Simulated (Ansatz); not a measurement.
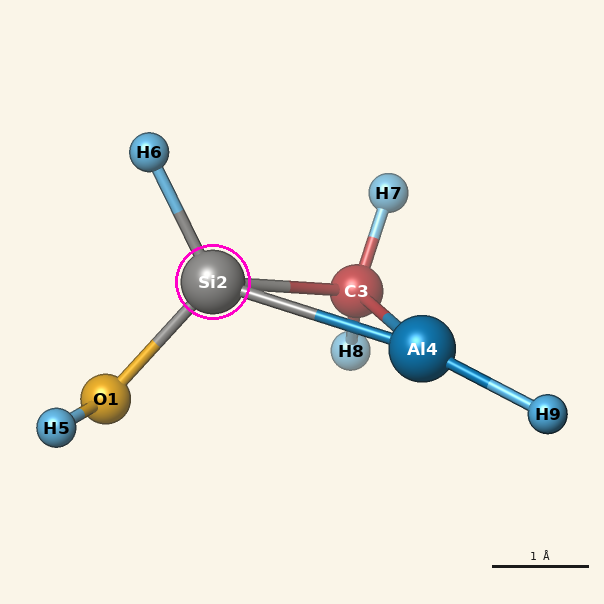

Orthographic view. Atoms fade into the background with distance from the viewer. Computed geometry: PBE-D4/def2-SVP optimisation. No frequency run is at hand to confirm it as a minimum.

> Name the neighbours of the circled atom.

The circled atom is Si2; it is bonded to O1, C3, Al4, H6.

> Which atom is nearest the viewer?

H9, 1.5 Å in front of the mean position.

> Which atom is farthest from the viewer?

H8, 1.8 Å behind the mean position.

> Of C3 and Al4, which is nearer the viewer?

Al4; the bond to C3 points away from the viewer, so it looks shorter than its 1.99 Å.
